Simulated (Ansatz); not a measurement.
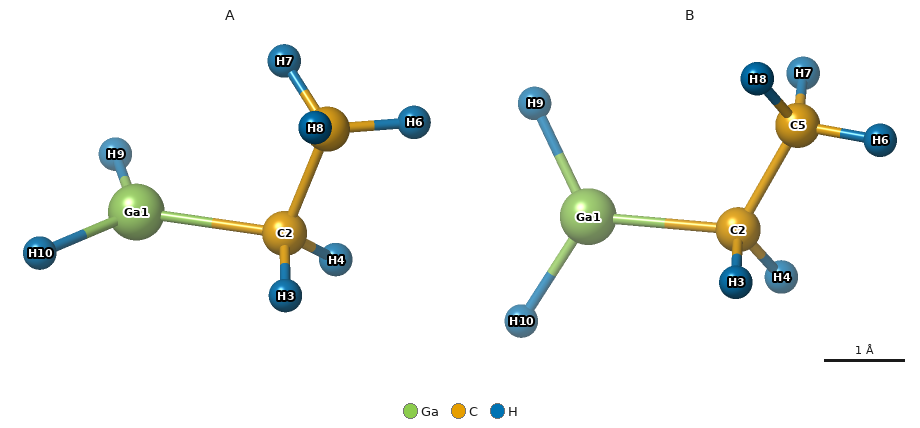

Two geometries of C2H7Ga, drawn at one scale. One is the start of a relaxation, the other its converged end. The picture is a ball-and-stick view, seen from a free direction.

All numbers below come from RKS B3LYP/def2-SVP in Ansatz. Set-up: no spin polarisation; force threshold 0.02 eV/Å; at most 40 steps.

### Which of the two is the end point?

Structure B is the relaxed one. The run prepares the start of a later molecular dynamics calculation, from a guessed geometry. Over 18 accepted moves (20 points after the start) the energy falls by 0.195 eV. The largest force component goes from 0.77 to 0.019 eV/Å. The line search rejected the trial steps at points 10, 18 of the run. The forces were under the threshold at step 16, but the run went on from there. H9 moves most after the best rigid fit: 1.49 Å. Largest moves by element: H 1.49 Å, C 0.20 Å, Ga 0.15 Å. Near-neighbour distances that change, for instance: C2–C5 1.520 → 1.534 Å, Ga1–H10 1.570 → 1.582 Å, Ga1–C2 1.980 → 1.991 Å, C5–H6 1.110 → 1.104 Å. Bond angles that change, for instance: Ga1–C2–C5 109.5° → 117.0°, H3–C2–H4 109.4° → 104.4°, Ga1–C2–H4 109.5° → 106.2°. Groups turn about Ga1–C2 by about 75°, C2–C5 by about 35°.
